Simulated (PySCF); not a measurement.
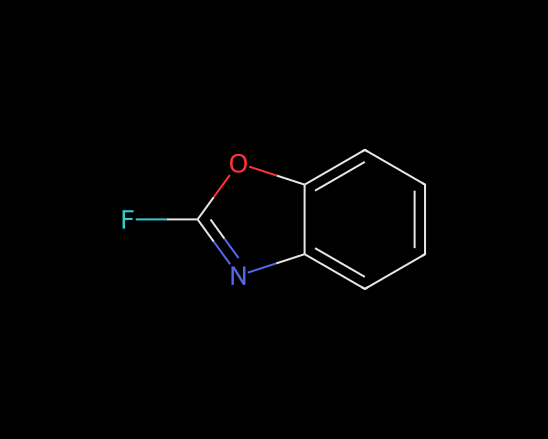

Skeletal drawing of a molecule.

Question: Give its SMILES.

Answer: Fc1nc2ccccc2o1

Question: Give the formula, hydrogens included.

Answer: C7H4FNO.

Question: An optimisation with GFN2-xTB gave a structure of which point group?

Answer: Cs.

More results for the same structure follow; atom numbers are the same in all pictures, views and colours differ. The geometry was computed by an optimisation with GFN2-xTB. No frequency run is at hand to confirm it as a minimum.

**Geometry**

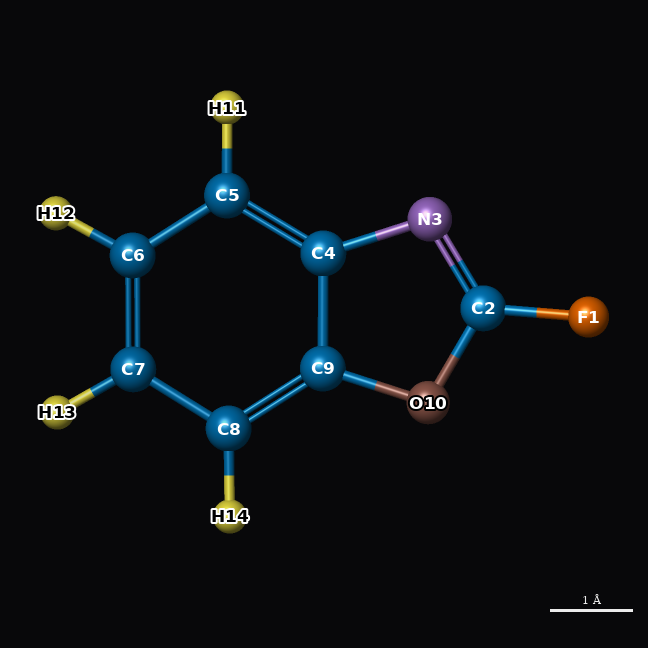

Atoms carry their numbers in the input. No frequency run is at hand to confirm it as a minimum.

Question: How are the neighbours of atom 4 arranged?

Answer: C4 has 3 neighbours (N3 at 1.38, C5 at 1.39, C9 at 1.41 Å); the arrangement is trigonal planar.

Question: What is the geometry at C6?

Answer: C6 has 3 neighbours (C5 at 1.38, C7 at 1.39, H12 at 1.08 Å); the arrangement is trigonal planar.

Question: Describe the coordination of atom 2.

Answer: C2 has 3 neighbours (F1 at 1.31, N3 at 1.28, O10 at 1.34 Å); the arrangement is trigonal planar.

Question: Describe the coordination of atom 9.

Answer: C9 has 3 neighbours (C4 at 1.41, C8 at 1.38, O10 at 1.37 Å); the arrangement is trigonal planar.

Question: What is the dihedral angle C7–C8–C9–O10?

Answer: 180° in size, that is anti.

**Dipole moment**

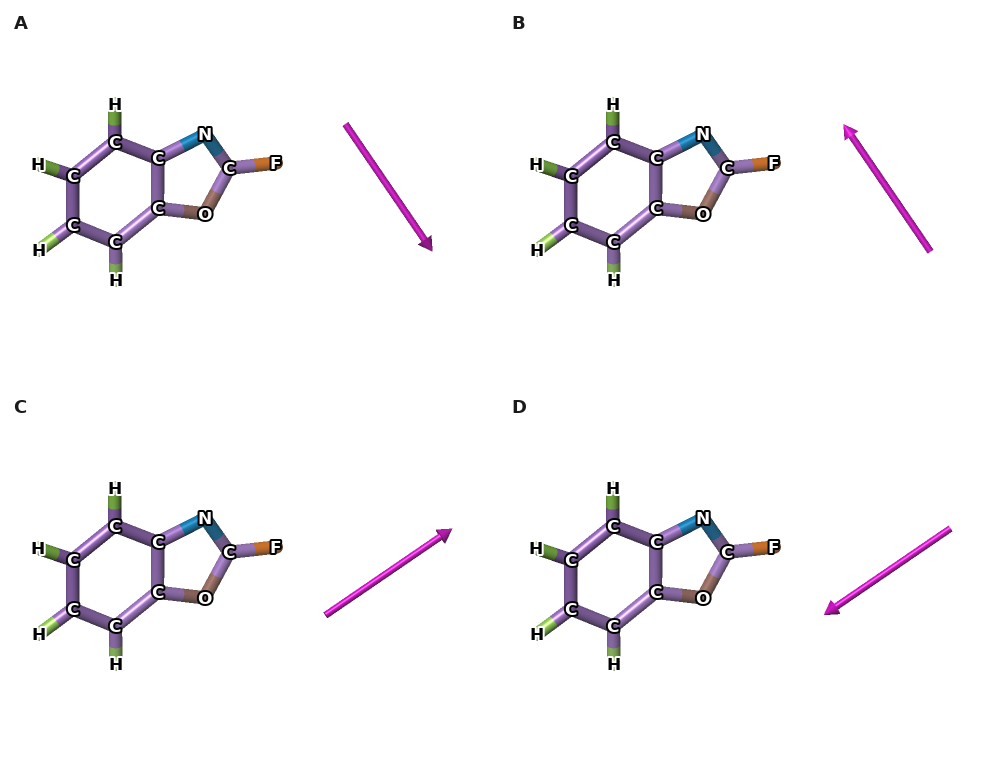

The same molecule four times, each with an arrow. No frequency run is at hand to confirm it as a minimum. Properties computed with CAM-B3LYP/def2-SVPD, gas phase (PySCF 2.14.0).

Question: Which arrow points along the dipole moment, from the negative to the positive end?

Answer: D. The dipole moment is 2.54 D.

**Excitation**

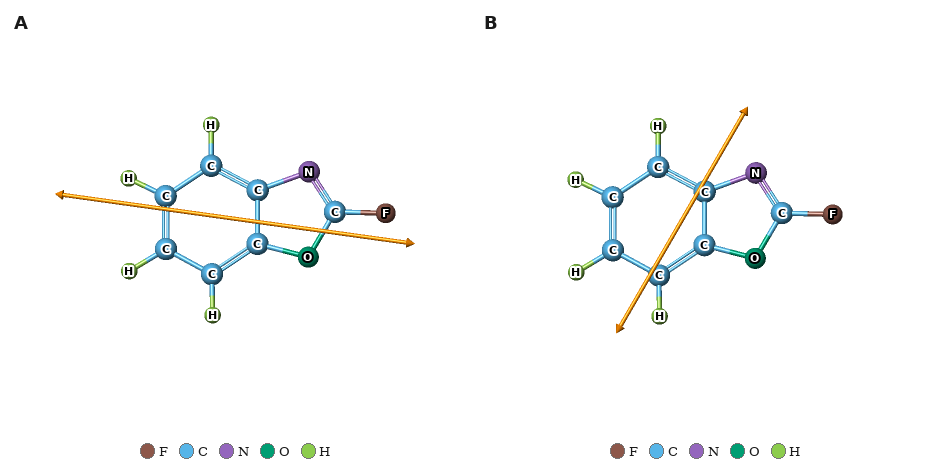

The double arrows show the directions of two transition dipoles from the ground state (lengths mean nothing). No frequency run is at hand to confirm it as a minimum. Properties computed with TDDFT CAM-B3LYP/def2-SVPD, vertical, gas phase, core orbitals frozen in the response (PySCF 2.14.0).

Question: One belongs to singlet state 3 and one to singlet state 6. Which is which?

Answer: A: state 6, 7.01 eV (177 nm), oscillator strength 0.60, mainly HOMO−1 → LUMO+1 (weight 0.77).
B: state 3, 6.72 eV (184 nm), oscillator strength 0.36, of mixed character, with the largest part HOMO−1 → LUMO (weight 0.44).

**Polarisability**

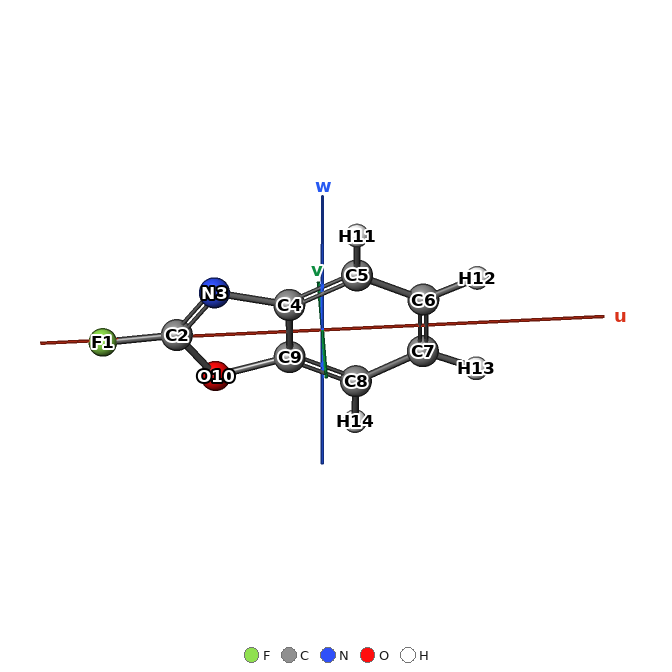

The lines u, v and w are the principal axes of the static dipole polarisability. No frequency run is at hand to confirm it as a minimum. Level of theory: CAM-B3LYP/def2-SVPD (PySCF 2.14.0).

Question: Along which axis is the molecule most polarisable, and along which least?

Answer: Most along u (in the molecular plane, nearly parallel to the F1–C2 bond), least along v (normal to the molecular plane).

Question: Give the three principal values.

Answer: u 117.5, v 49.1, w 89.4 bohr³; mean 85.4, anisotropy 59.6 bohr³.
